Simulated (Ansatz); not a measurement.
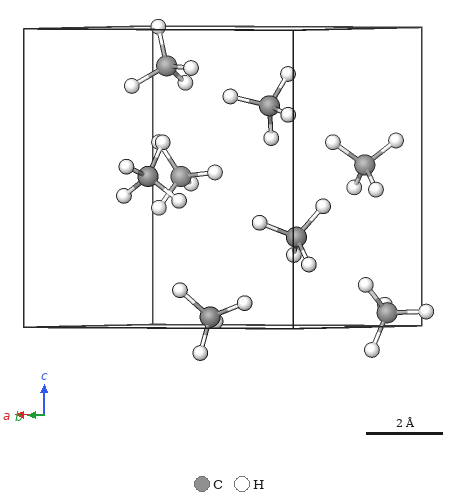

Starting frame of a dynamics run of a periodic cell with 8 CH4 at 0.423 g/cm³. A ball-and-stick model of the simulation cell, seen from a free direction.

Computed with DFT LDA, scalar-relativistic, plane waves, PAW (Ansatz 0.2.0).

Input file:
```yaml
accuracy: low
crystal:
  lattice:
    - [7.958114, 0.0, 0.0]
    - [0.0, 7.958114, 0.0]
    - [0.0, 0.0, 7.958114]
  atoms:
    - { symbol: C, position: [0.7721901, 0.3548421, 0.8670217] }
    - { symbol: H, position: [0.8099213, 0.3409708, 0.9979124] }
    - { symbol: H, position: [0.8660357, 0.42871, 0.8000517] }
    - { symbol: H, position: [0.6511249, 0.4185167, 0.8609227] }
    - { symbol: H, position: [0.7616785, 0.2311708, 0.8091998] }
    - { symbol: C, position: [0.1646904, 0.6176453, 0.2984157] }
    - { symbol: H, position: [0.2605341, 0.702561, 0.3469104] }
    - { symbol: H, position: [0.0866336, 0.5731451, 0.4017371] }
    - { symbol: H, position: [0.2249375, 0.5108631, 0.2374543] }
    - { symbol: H, position: [0.0866563, 0.684012, 0.2075609] }
    - { symbol: C, position: [0.8029442, 0.1793209, 0.4945999] }
    - { symbol: H, position: [0.8664221, 0.2171599, 0.60987] }
    - { symbol: H, position: [0.6679637, 0.197428, 0.5087722] }
    - { symbol: H, position: [0.828886, 0.0472486, 0.4694527] }
    - { symbol: H, position: [0.8485049, 0.2554469, 0.3903047] }
    - { symbol: C, position: [0.3983488, 0.7992168, 0.0317015] }
    - { symbol: H, position: [0.4801102, 0.8624389, 0.1215151] }
    - { symbol: H, position: [0.2696801, 0.8002598, 0.0785175] }
    - { symbol: H, position: [0.4399301, 0.6697837, 0.0153767] }
    - { symbol: H, position: [0.4036746, 0.8643847, -0.0886031] }
    - { symbol: C, position: [0.6510379, 0.7529028, 0.5008745] }
    - { symbol: H, position: [0.632209, 0.6786425, 0.6143616] }
    - { symbol: H, position: [0.7621001, 0.7077832, 0.4347093] }
    - { symbol: H, position: [0.6683842, 0.8844321, 0.5347509] }
    - { symbol: H, position: [0.5414584, 0.7407536, 0.4196763] }
    - { symbol: C, position: [0.0641096, 0.1227324, 0.040653] }
    - { symbol: H, position: [0.0992075, 0.1681406, -0.0836638] }
    - { symbol: H, position: [0.129156, 0.0050023, 0.0662857] }
    - { symbol: H, position: [-0.0711699, 0.1020584, 0.0451792] }
    - { symbol: H, position: [0.0992447, 0.2157282, 0.134811] }
    - { symbol: C, position: [0.195666, 0.0217347, 0.5345234] }
    - { symbol: H, position: [0.2753555, 0.1025839, 0.6110834] }
    - { symbol: H, position: [0.1159, -0.0540868, 0.6159907] }
    - { symbol: H, position: [0.274078, -0.0604653, 0.4580829] }
    - { symbol: H, position: [0.1173305, 0.0989071, 0.4529366] }
    - { symbol: C, position: [0.2889568, 0.567023, 0.7372994] }
    - { symbol: H, position: [0.3965848, 0.6455124, 0.7689864] }
    - { symbol: H, position: [0.2586807, 0.4860492, 0.8434834] }
    - { symbol: H, position: [0.3192221, 0.4899151, 0.6282728] }
    - { symbol: H, position: [0.1813395, 0.6466155, 0.708455] }
basis:
  ecutwfc: 420.0
kpoints:
  mp_grid: { grid: [1, 1, 1] }
hamiltonian:
  xc: lda
scf:
  occupations: { method: fermi_dirac, width: 0.02 }
  lower_state_search: "off"
md:
  timestep: 0.5
  n_steps: 300
  ensemble: nvt_langevin
  temperature: 1500.0
  initial_velocities: maxwell_boltzmann
  seed: 1025
  friction: 0.02
```

Command:
```bash
ansatz run input.yaml --threads 1 --pin off --max-ram 3072MiB --backend cpu --events-out ev --progress --plain --runs-dir out
```

Predict how the run goes.

Answer. Over the second half the temperature averages 1579 K (spread ±131 K). The potential energy is still drifting at the end, so the run hasn't reached equilibrium. The potential energy in the second half lies on average 135 meV per atom above the first frame. Root-mean-square distances from the starting positions over the second half, with the common drift of all atoms taken out: H 1.86 Å, C 1.11 Å. The molecules turn and drift from their places.

Along the run (each row but the first and the last is the mean over the interval that it begins):

```
time (fs)  potential energy (meV/atom)  T (K)
      0.0                          0.0   1462
     15.0                         95.4   1279
     30.0                        101.7   1254
     45.0                        115.8   1376
     60.0                        131.7   1581
     75.0                        149.4   1520
     90.0                        138.9   1734
    105.0                        141.3   1566
    120.0                        131.0   1555
    135.0                        117.2   1523
    150.0                        126.4   1495
```

The paths of the atoms:

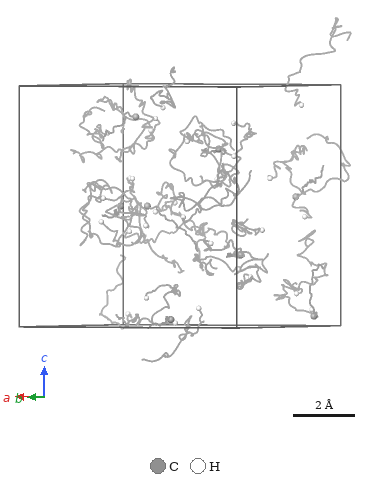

Limits of the set-up: the program's low-accuracy preset was used; the periodic images lie only 8.0 Å apart, so the values are limited by the cell's size.

Cost: 4.8 min on 1 thread of AMD EPYC 7B13 (Zen 3) (shared host), peak memory 0.46 GiB.
